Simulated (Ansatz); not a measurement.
**H₂InO (charge +1): density, localisation and related maps**

| atom | x (Å) | y (Å) | z (Å) |
| --- | --- | --- | --- |
| In | 1.2201 | -0.9289 | -0.4965 |
| O | -0.5690 | 0.7522 | -0.6505 |
| H | -0.5103 | 1.6961 | -0.4258 |
| H | -1.4836 | 0.6124 | -0.9486 |

Geometry: B3LYP-D3(BJ)/def2-SVP; core potentials replace the inner electrons of In.

Computed with Ansatz 0.2.0, isolated molecule in a Gaussian basis; Kohn-Sham density functional theory, functional PBE0.

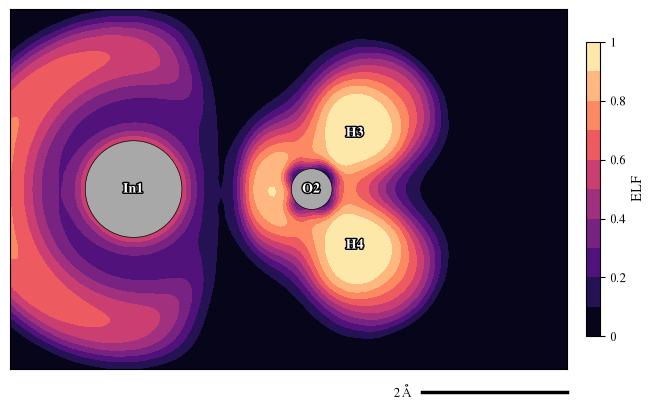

Figure 1. ELF on the molecular plane. Grey discs cover the atomic cores.

**What does the map show?**

Atoms in the plane: In, O and H.
In–O (2.46 Å): the ELF is about 0.10 at the midpoint.
O–H (0.97 Å): the ELF climbs to about 1 towards the hydrogen, as it does in any bond to H (an ordinary covalent bond to hydrogen).

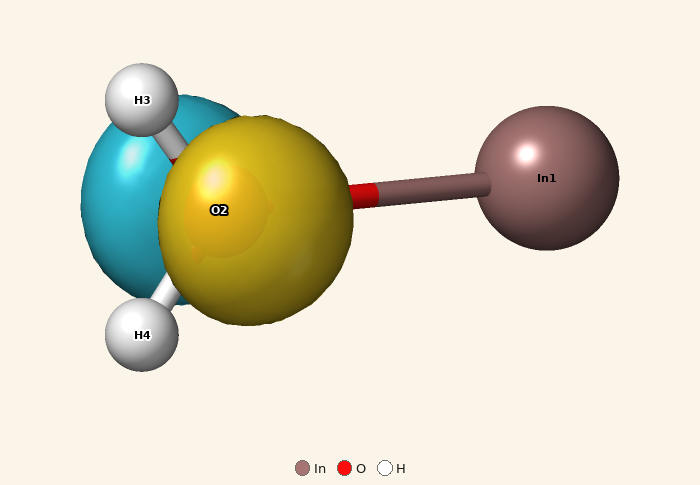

Figure 2. The HOMO−1 at ±0.3 Å⁻³ᐟ² (yellow and cyan are the two phases), seen at a tilt.

**Where does this orbital lie, and at what energy?**

It lies mainly on O2 (about 85 %); it changes sign across the molecular plane (π type). Its energy is −15.29 eV.

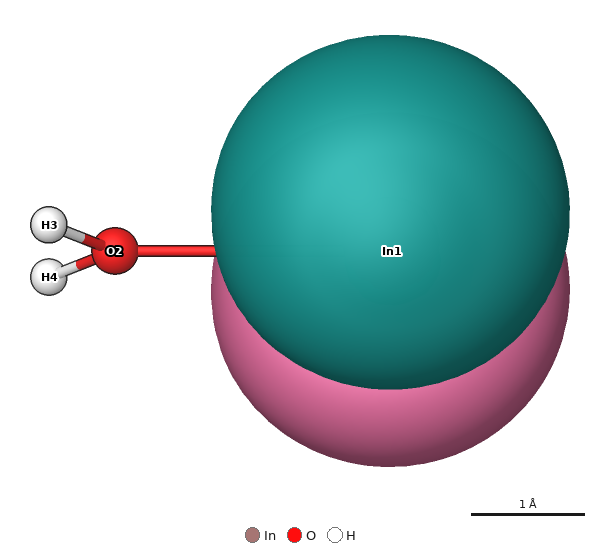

Figure 3. The LUMO at ±0.1 Å⁻³ᐟ² (teal and pink are the two phases), seen from one side.

**What is the character of this orbital?**

Its weight (Hirshfeld) is mainly on In1 (about 95 %); it is symmetric in the molecular plane (an in-plane orbital: σ, lone-pair or in-plane π type). Its energy is −6.78 eV.
